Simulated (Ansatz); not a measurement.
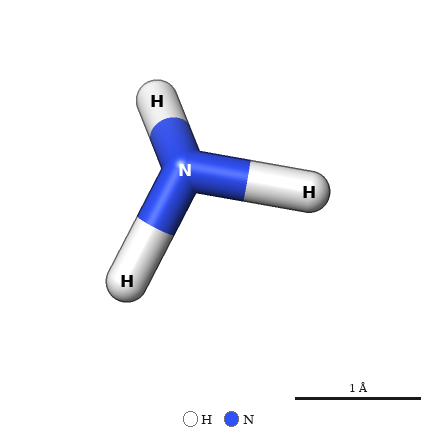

Stick drawing of a structure. Every bond is drawn as one stick, whatever its order.

Description:

It has 4 atoms: 1 nitrogen and 3 hydrogen (NH3). The point group is C3v. Coordination: 1 N trigonal pyramidal.

More results for the same structure follow; atom numbers are the same in all pictures, views and colours differ. The geometry was computed by an optimisation with PBE0-D4/def2-TZVP.

Electronic properties

Method: RKS PBE0-D4/def2-TZVP (Ansatz 0.2.0).

Computed properties:

- dipole moment: 1.69 D
- harmonic zero-point energy: 90.5 kJ/mol

Vibrations

Harmonic vibrations computed with RKS PBE0-D4/def2-TZVP (Ansatz 0.2.0) at a stationary point of the same level.

List the wavenumbers.

6 modes: 1031, 1670, 1670, 3502, 3631, 3631 cm⁻¹.

Charges

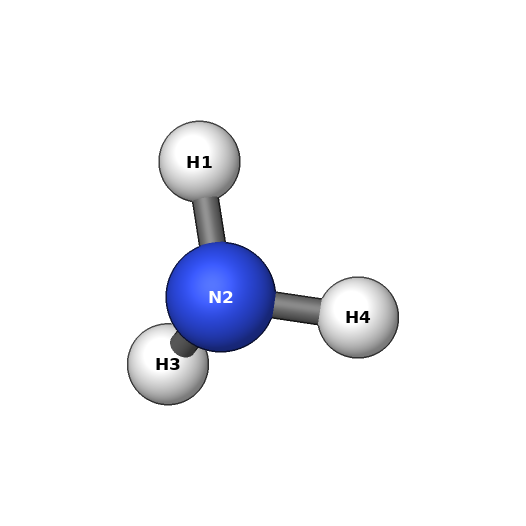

The questions are on Mulliken charges. Method: RKS PBE0-D4/def2-TZVP (Ansatz 0.2.0).

List the Mulliken charges.

```
atom  value (e)
  H1       0.23
  N2      −0.70
  H3       0.23
  H4       0.23
```

Mulliken values depend strongly on the basis set and can even reverse the polarity of a bond.
